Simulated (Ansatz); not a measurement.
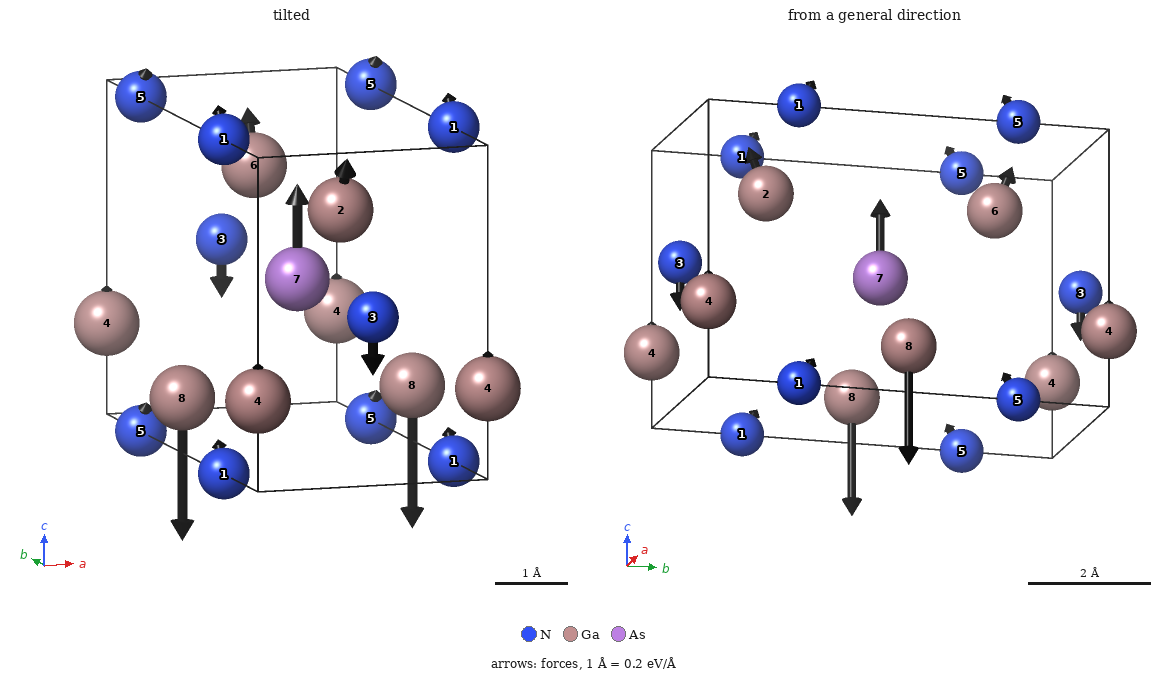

The image is a spheres-only drawing of a crystal, viewed slightly off an axis and from a general direction. The frame is the simulation cell; atoms at its boundary are shown with their periodic copies. The arrows are the computed forces on the atoms.

System: Ga₄AsN₃. Level of theory and settings: DFT, PBE with spin-orbit coupling, plane waves, PAW (Ansatz 0.2.0), cutoff 420 eV, an 8×4×6 mesh of k-points, Fermi-Dirac smearing of 0.02 eV, no moments seeded, so the run stays non-magnetic, spinor wavefunctions.

> Would an optimiser stop at this geometry?

No. The atoms still feel forces of up to about 0.32 eV/Å, far above a usual threshold of 0.01 to 0.03 eV/Å.

> Which atom carries the strongest force?

Ga8, about 0.32 eV/Å.

Starting structure: a structure type filled with these elements by a generator (whether the compound takes this form wasn't checked). Earlier steps of the study, as a rule a relaxation of our own, may have changed the cell and positions, so they can lie some per cent off the listed ones. It was run through Ansatz as a DFT input.
